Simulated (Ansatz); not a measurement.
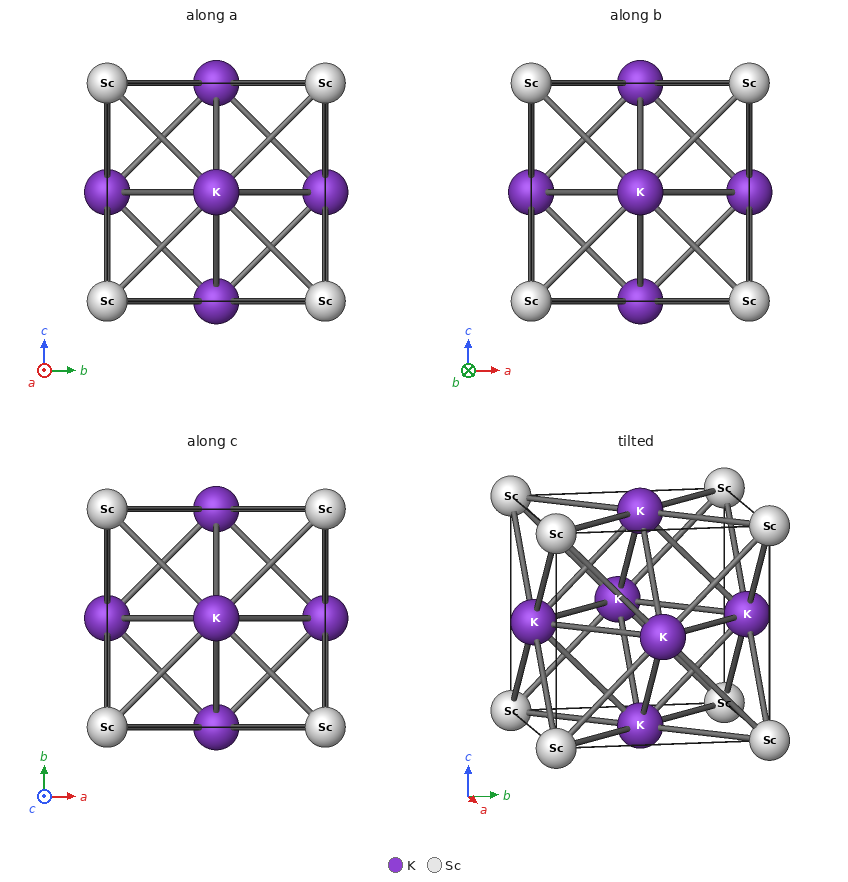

The image is a ball-and-stick drawing of a crystal, viewed along the a axis, along the b axis, along the c axis and slightly off an axis. The conventional unit cell is drawn as a box.

Lattice parameters: a = 5.9896 Å, b = 5.9896 Å, c = 5.9896 Å, α = 90.000°, β = 90.000°, γ = 90.000°.

Set out the cell and atoms as a CIF with its space group and independent sites.

```cif
data_structure
_symmetry_space_group_name_H-M 'P m -3 m'
_symmetry_Int_Tables_number 221
_cell_length_a 5.9896
_cell_length_b 5.9896
_cell_length_c 5.9896
_cell_angle_alpha 90.000
_cell_angle_beta 90.000
_cell_angle_gamma 90.000
_cell_volume 214.88
loop_
_atom_site_label
_atom_site_type_symbol
_atom_site_symmetry_multiplicity
_atom_site_Wyckoff_symbol
_atom_site_fract_x
_atom_site_fract_y
_atom_site_fract_z
_atom_site_occupancy
K1 K 3 c 0.0000 0.5000 0.5000 1
Sc1 Sc 1 a 0.0000 0.0000 0.0000 1
```

The starting point was a structure type filled with these elements by a generator (whether the compound takes this form wasn't checked). The picture shows the end point of a geometry optimisation with DFT PBE, scalar-relativistic, plane waves, PAW (Ansatz).
